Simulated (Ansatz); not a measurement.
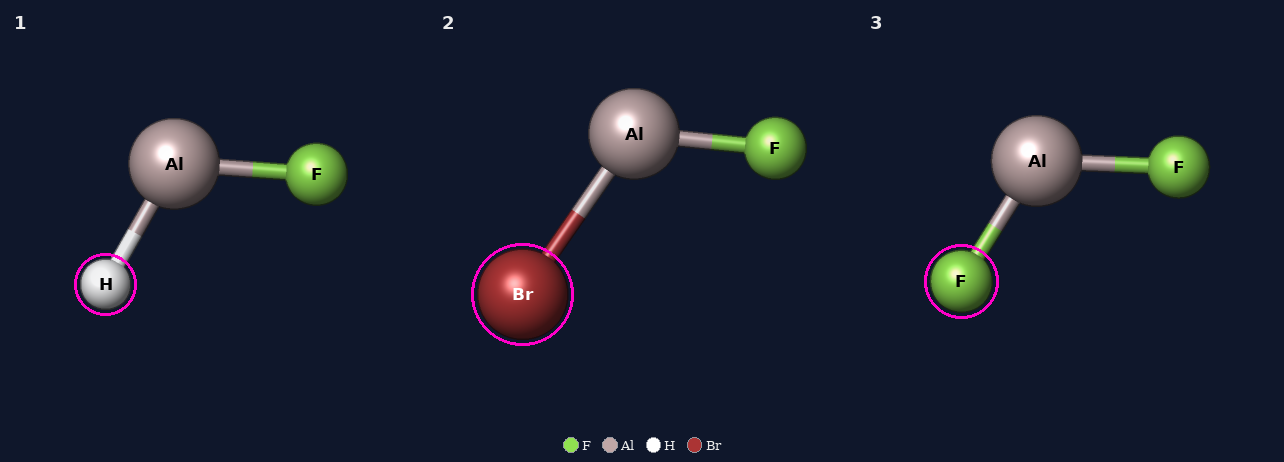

3 molecules with one skeleton, seen from the same side and at one scale; the atom that differs is circled. State: neutral, doublet. Computed geometries: PBE0-D4/def2-TZVP optimisations, one conformation each. Properties computed with Ansatz 0.2.0.

One atom differs, called X below: H in panel 1, Br in panel 2, F in panel 3. Their formulas are AlFH (`[F][AlH]`), AlBrF (`[F][Al][Br]`), AlF2 (`[F][Al][F]`).

Question: Rank them by the angle F–Al–X, lowest first (PBE0-D4/def2-TZVP).

Answer: 1 (H), 2 (Br), 3 (F).

Question: Rank them by the length of X–Al, lowest first (PBE0-D4/def2-TZVP).

Answer: 1 (H), 3 (F), 2 (Br).

Give the values. With PBE0-D4/def2-TZVP: length of X–Al (Å), angle F–Al–X (°), harmonic zero-point energy (kJ/mol). With B3LYP-D4/def2-TZVPP: dipole moment (D).

| quantity | 1 (H) | 2 (Br) | 3 (F) |
| --- | --- | --- | --- |
| length of X–Al (Å) | 1.607 | 2.266 | 1.647 |
| angle F–Al–X (°) | 115.5 | 118.9 | 119.7 |
| dipole moment (D) | 1.62 | 1.65 | 1.87 |
| harmonic zero-point energy (kJ/mol) | 19.0 | 8.4 | 11.3 |
